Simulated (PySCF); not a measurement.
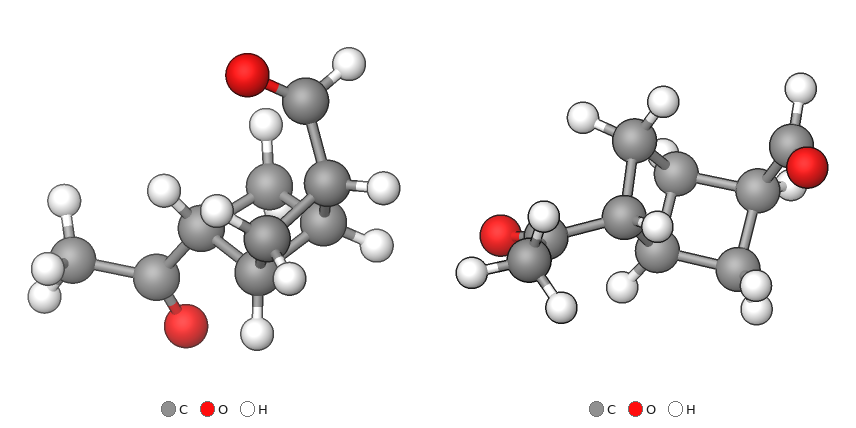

Two views of one molecule.

The geometry was computed by an optimisation with GFN2-xTB. No frequency run is at hand to confirm it as a minimum.

Describe the molecule.

The molecule is C9H12O2. Its SMILES string is `CC(=O)[C@@H]1C[C@@H]2[C@H]1C[C@@H]2C=O`. Independent rings (smallest set): 2 of 4 members. Among its groups: aldehyde, ketone. The point group is C1. Coordination, clear cases only: 1 C tetrahedral; 2 C trigonal planar.

The parts below concern this one geometry. Atoms keep their numbers from picture to picture.

### Geometry

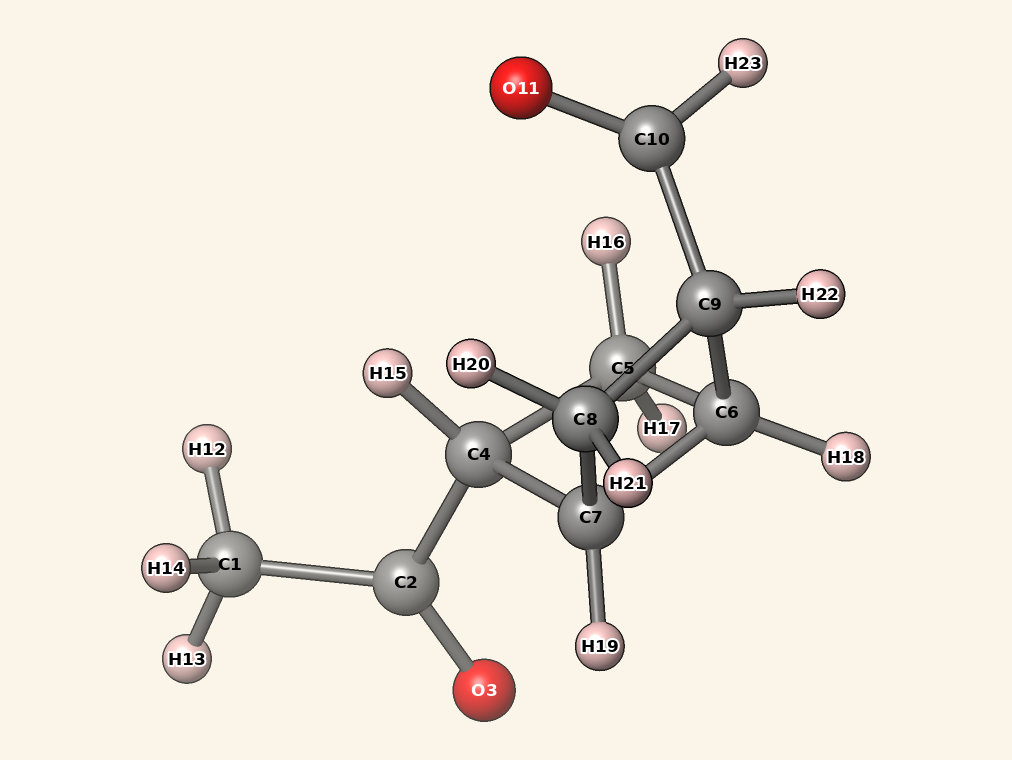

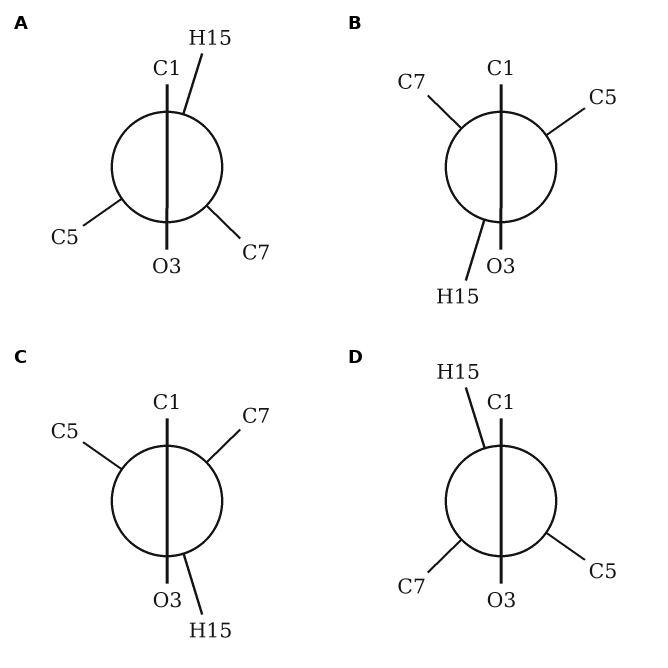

Distant atoms are faded towards the background colour. Bonds that would overlap in a projection are set slightly apart. No frequency run is at hand to confirm it as a minimum.

Which Newman projection shows the view along C2–C4, with C2 in front?

Answer. A. The torsion angle O3–C2–C4–C5 is 55°, synclinal (gauche).

### Electronic properties

No frequency run is at hand to confirm it as a minimum. Method: PBE0/pcSseg-1, gas phase (PySCF 2.14.0).

What is the dipole moment?

Answer. 1.23 D.

Estimate the HOMO energy (Kohn–Sham orbital).

Answer. −7.19 eV.

Estimate the HOMO–LUMO gap.

Answer. 6.39 eV.

### NMR shielding

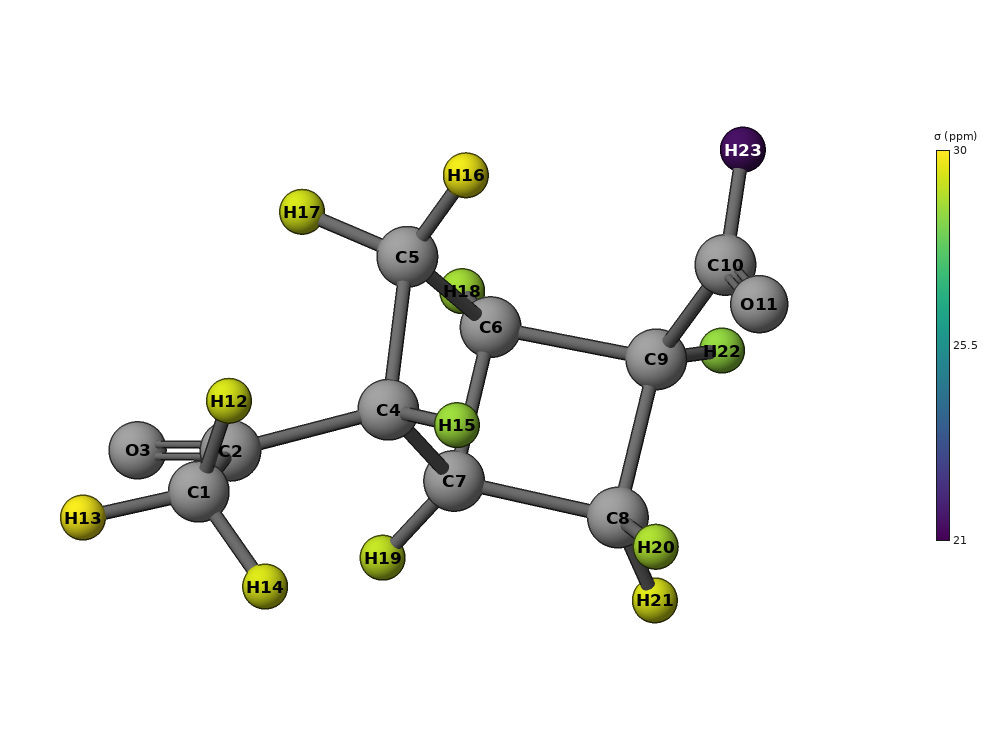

Atoms are coloured by their isotropic NMR shieldings (H only, the others grey). No frequency run is at hand to confirm it as a minimum. Properties computed with GIAO PBE0/pcSseg-1 NMR shielding, non-relativistic, gas phase (PySCF 2.14.0).

Give the isotropic NMR shieldings of the H atoms atom by atom.

```
atom  σ (ppm)
 H12    29.43
 H13    29.81
 H14    29.45
 H15    28.64
 H16    29.74
 H17    29.39
 H18    28.75
 H19    29.15
 H20    28.85
 H21    29.51
 H22    28.53
 H23    21.42
```

### Charges

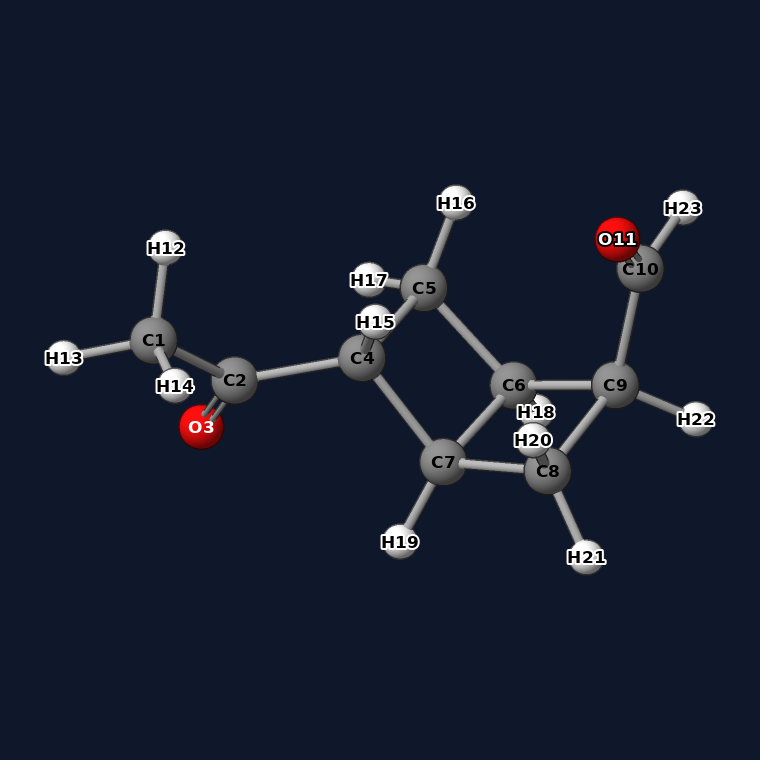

The questions are on IAO charges. No frequency run is at hand to confirm it as a minimum. Method: PBE0/pcSseg-1, gas phase (PySCF 2.14.0).

Which atom carries the highest charge (most positive or least negative)?

Answer. C2 (0.40 e).

And the lowest?

Answer. C1 (−0.48 e).

Give the IAO charges atom by atom.

```json
{"atom": "C1", "value (e)": "−0.48"}
{"atom": "C2", "value (e)": "0.40"}
{"atom": "O3", "value (e)": "−0.42"}
{"atom": "C4", "value (e)": "−0.18"}
{"atom": "C5", "value (e)": "−0.26"}
{"atom": "C6", "value (e)": "−0.11"}
{"atom": "C7", "value (e)": "−0.10"}
{"atom": "C8", "value (e)": "−0.27"}
{"atom": "C9", "value (e)": "−0.18"}
{"atom": "C10", "value (e)": "0.26"}
{"atom": "O11", "value (e)": "−0.39"}
{"atom": "H12", "value (e)": "0.16"}
{"atom": "H13", "value (e)": "0.16"}
{"atom": "H14", "value (e)": "0.16"}
{"atom": "H15", "value (e)": "0.14"}
{"atom": "H16", "value (e)": "0.13"}
{"atom": "H17", "value (e)": "0.16"}
{"atom": "H18", "value (e)": "0.14"}
{"atom": "H19", "value (e)": "0.14"}
{"atom": "H20", "value (e)": "0.15"}
{"atom": "H21", "value (e)": "0.15"}
{"atom": "H22", "value (e)": "0.16"}
{"atom": "H23", "value (e)": "0.10"}
```
